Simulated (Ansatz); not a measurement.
CH6F2N2Si (SMILES CN[Si](N)(F)F)

```xyz
12

C     0.9409    0.4825    1.7130
N     0.4187   -0.4420    0.7193
Si   -0.7219   -0.0851   -0.4986
N    -0.5202   -1.1622   -1.8092
F    -0.5376    1.5131   -0.8017
F    -2.3024   -0.2096   -0.0972
H     2.0435    0.3874    1.8248
H     0.4868    0.3512    2.7221
H     0.7341    1.5205    1.3874
H     0.6029   -1.4294    0.9078
H    -1.3007   -1.3559   -2.4389
H     0.3819   -1.2490   -2.2785
```

Method: RKS PBE-D4/def2-SVP in Ansatz 0.2.0.

### Predict the electron density and electron localisation function between the atoms.

C–N (1.45 Å): the density is about 1.9 e/Å³ at the midpoint; the ELF peaks at about 0.90 between the atoms; a shared electron pair.
N–H (1.02 Å): the density is about 2.7 e/Å³ at the midpoint; the ELF climbs to about 1 towards the hydrogen, as it does in any bond to H; an ordinary covalent bond to hydrogen.
C–H (1.11 Å): ρ at the midpoint is about 1.9 e/Å³; the ELF climbs to about 1 towards the hydrogen; a covalent bond by its length.

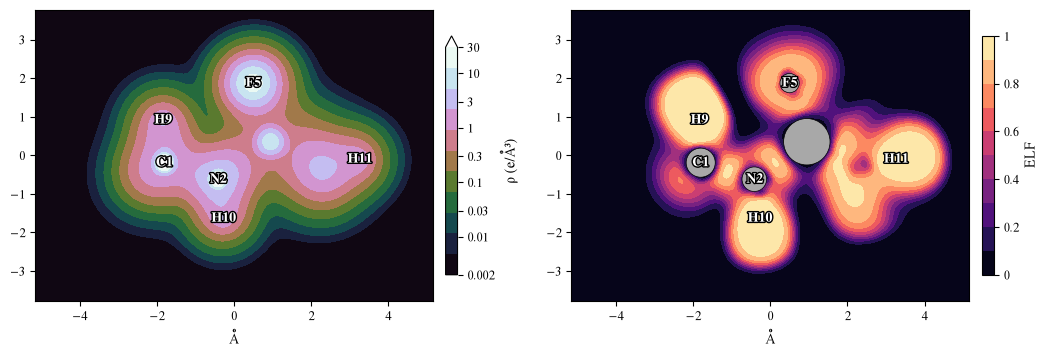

Computed electron density and electron localisation function on the plane of atoms C1, N2 and H10, in this order. Grey discs cover the atomic cores in the ELF map. 
